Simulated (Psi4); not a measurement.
# GeSiH4O2 (SMILES [OH][Ge][O][SiH3]) at CCSD/def2-SVP

Aim: the energy change on altering one bond length of GeSiH4O2 at CCSD/def2-SVP, from 2 runs. 

The results are computed with Psi4 1.11.

1 further run of the same task is left out (set aside as unsound or not needed).

### 1 The molecule

GeSiH4O2 has 8 atoms, charge 0, and is taken as a singlet. As SMILES, `[OH][Ge][O][SiH3]`. Geometry: relaxed at PBE0-D4/def2-TZVP. This is one conformer, not always the lowest.

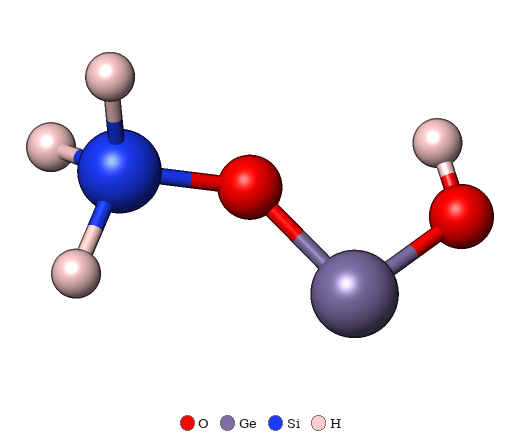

The structure, seen from a chosen angle (oxygen red, germanium purple, silicon blue, hydrogen pink).

### 2 The energy at CCSD/def2-SVP

Contents of run.py:

```python
import psi4

psi4.set_memory(1600000000)
psi4.set_num_threads(1)
psi4.set_output_file('run.log', False)

geom = psi4.geometry("""
0 1
O      2.66470281     4.73433086     0.28251406
Ge     3.06872625     1.70566680    -1.09868677
O      0.15930391     0.37832317     0.05858151
Si    -1.35134315    -2.32266238    -0.10695850
H      1.10964718     4.87039114     1.22189691
H     -3.86637965    -1.92374119    -1.28973808
H      0.09184069    -4.18517645    -1.64916399
H     -1.70226529    -3.36522428     2.47610814
units au
symmetry c1
""")

psi4.set_options({
    'puream': True,
    'e_convergence': 1e-09,
    'd_convergence': 1e-08,
    'scf_type': 'pk',
    'num_frozen_docc': 16,
})

e_tot = psi4.energy("ccsd/def2-SVP")
print(f'total energy {e_tot:.8f} hartree = {e_tot * 27.211386:.5f} eV')
```

Run with:

```
python run.py
```

run.log, cut to the lines that bear on the results:

```text
[...]
  Running in c1 symmetry.
[...]
  Nuclear repulsion =  339.782688771698190
[...]
  Multiplicity = 1
[...]
  Nalpha       = 33
  Nbeta        = 33
[...]
    Number of basis functions: 98
[...]
   @RHF iter   1: -2515.05780350474424   -4.22850e+00   2.05435e-02 DIIS/ADIIS
[...]
   @RHF iter  12: -2515.96531601596917   -1.13687e-11   7.07026e-09 DIIS
[...]
    Orbital Energies [Eh]
    ---------------------
    Doubly Occupied:
       1A   -405.231598     2A    -68.782798     3A    -52.156637
       4A    -46.257753     5A    -46.256440     6A    -46.255639
       7A    -20.549737     8A    -20.549059     9A     -7.216582
      10A     -6.148754    11A     -5.194751    12A     -5.191372
      13A     -5.187750    14A     -4.260223    15A     -4.259172
      16A     -4.259055    17A     -1.671452    18A     -1.669809
      19A     -1.667950    20A     -1.663309    21A     -1.658958
      22A     -1.311050    23A     -1.279171    24A     -0.761569
      25A     -0.696301    26A     -0.631043    27A     -0.573757
      28A     -0.561293    29A     -0.522776    30A     -0.504518
      31A     -0.468047    32A     -0.454119    33A     -0.383297
[...]
  @RHF Final Energy: -2515.96531601596917
   => Energetics <=
    Nuclear Repulsion Energy =            339.7826887716981901
    One-Electron Energy =               -4183.0245299013404292
    Two-Electron Energy =                1327.2765251136727329
    Total Energy =                      -2515.9653160159696199
[...]
 Multipole Moments:
 ------------------------------------------------------------------------------------
     Multipole            Electronic (a.u.)      Nuclear  (a.u.)        Total (a.u.)
 ------------------------------------------------------------------------------------
 L = 1.  Multiply by 2.5417464519 to convert [e a0] to [Debye]
 Dipole X            :         12.3445284          -12.4661738           -0.1216454
 Dipole Y            :          7.4493603           -7.7922572           -0.3428969
 Dipole Z            :         -4.2137887            4.1528045           -0.0609841
 Magnitude           :                                                    0.3689105
[...]
      * MP2 total energy                      = -2516.648703992821993
[...]
      * CCSD total energy                     = -2516.672813747215969
```

Standard output:

```text
total energy -2516.67281375 hartree = -68482.15537 eV
```

Wall time 33 s (1 thread of Intel Xeon Platinum 8488C (Sapphire Rapids), shared host); peak memory 0.7 GiB.

### 3 The distorted shape, same level

Contents of geh4o2si.xyz:

```xyz
8
GeH4O2Si
O      2.474780     2.336426     0.650201
Ge     2.688580     0.733726    -0.080699
O      1.148980     0.031326     0.531701
Si     0.349580    -1.397974     0.444101
H      1.651880     2.408426     1.147301
H     -2.046000    -1.018000    -0.682500
H      1.113280    -2.383574    -0.371999
H      0.163880    -1.949674     1.811001
```

Contents of geh4o2si_ase.py:

```python
import numpy as np
from ase.calculators.psi4 import Psi4
from ase.io import read

atoms = read('geh4o2si.xyz')
calc = Psi4(atoms=atoms, method='ccsd', basis='def2-SVP', memory='1600MB', num_threads=1, charge=0, multiplicity=1, label='geh4o2si', reference='rhf')
calc.psi4.set_options({'puream': True, 'e_convergence': 1e-09, 'd_convergence': 1e-08, 'scf_type': 'pk', 'num_frozen_docc': 16})
atoms.calc = calc

print(f'energy: {atoms.get_potential_energy():.6f} eV')
```

Run with:

```
python geh4o2si_ase.py
```

geh4o2si.dat, cut to the lines that bear on the results:

```text
[...]
  Running in c1 symmetry.
[...]
  Nuclear repulsion =  336.077737455180056
[...]
  Multiplicity = 1
[...]
  Nalpha       = 33
  Nbeta        = 33
[...]
    Number of basis functions: 98
[...]
   @RHF iter   1: -2514.72639321902352   -4.15015e+00   2.11093e-02 DIIS/ADIIS
[...]
   @RHF iter  13: -2515.82676000814627   -1.86446e-11   7.37677e-09 DIIS
[...]
    Orbital Energies [Eh]
    ---------------------
    Doubly Occupied:
       1A   -405.246557     2A    -68.854208     3A    -52.171632
       4A    -46.272677     5A    -46.271455     6A    -46.270565
       7A    -20.576372     8A    -20.561432     9A     -7.231608
      10A     -6.212549    11A     -5.209559    12A     -5.206467
      13A     -5.202635    14A     -4.323734    15A     -4.322942
      16A     -4.322334    17A     -1.686647    18A     -1.684605
      19A     -1.682889    20A     -1.678101    21A     -1.673984
      22A     -1.330442    23A     -1.296601    24A     -0.776253
      25A     -0.706231    26A     -0.645852    27A     -0.594338
      28A     -0.567941    29A     -0.536694    30A     -0.513538
      31A     -0.491674    32A     -0.399056    33A     -0.327535
[...]
  @RHF Final Energy: -2515.82676000814627
   => Energetics <=
    Nuclear Repulsion Energy =            336.0777374551800563
    One-Electron Energy =               -4174.1107852743098192
    Two-Electron Energy =                1322.2062878109834401
    Total Energy =                      -2515.8267600081462660
[...]
 Multipole Moments:
 ------------------------------------------------------------------------------------
     Multipole            Electronic (a.u.)      Nuclear  (a.u.)        Total (a.u.)
 ------------------------------------------------------------------------------------
 L = 1.  Multiply by 2.5417464519 to convert [e a0] to [Debye]
 Dipole X            :         14.4594915          -13.5077913            0.9517002
 Dipole Y            :          7.2180844           -7.6270412           -0.4089568
 Dipole Z            :         -3.2847570            3.6629494            0.3781924
 Magnitude           :                                                    1.1027278
[...]
      * MP2 total energy                      = -2516.519990442118342
[...]
      * CCSD total energy                     = -2516.555910455613684
```

Standard output:

```text
energy: -68478.974331 eV
```

Wall time 41 s (1 thread of Intel Xeon Platinum 8488C (Sapphire Rapids), shared host); peak memory 0.7 GiB.

### 4 What came out

At CCSD/def2-SVP, 16 core orbitals frozen:

| quantity | value |
| --- | --- |
| first shape: total energy | -2516.67281 Eh |
| first shape: HOMO energy (Hartree–Fock orbitals) | -10.43 eV |
| first shape: LUMO energy (Hartree–Fock orbitals) | 1.37 eV |
| first shape: HOMO–LUMO gap (Hartree–Fock orbitals) | 11.80 eV |
| first shape: correlation energy (16 core orbitals frozen) | -707.5 mEh |
| first shape: T1 diagnostic | 0.015 |
| distorted shape: total energy | -2516.55591 Eh |
| distorted shape: HOMO energy (Hartree–Fock orbitals) | -8.91 eV |
| distorted shape: LUMO energy (Hartree–Fock orbitals) | 0.78 eV |
| distorted shape: HOMO–LUMO gap (Hartree–Fock orbitals) | 9.69 eV |
| distorted shape: correlation energy (16 core orbitals frozen) | -729.2 mEh |
| distorted shape: T1 diagnostic | 0.021 |
| energy change with the Si4–H6 bond stretched from 1.486 to 2.674 Å | 3.181 eV |

**Reading.** One bond (distorted shape) is far stretched, which a spin-restricted single reference describes badly; a broken-symmetry solution may lie lower. With the Si4–H6 bond stretched from 1.486 to 2.674 Å the energy rises by 3.18 eV (307 kJ/mol). The first shape isn't relaxed at this level, so the change isn't measured from a minimum. A restricted reference can't describe the breaking bond well at this length. The T1 diagnostic (distorted shape) of 0.021 is above the customary mark for such species, so a single reference may not serve.
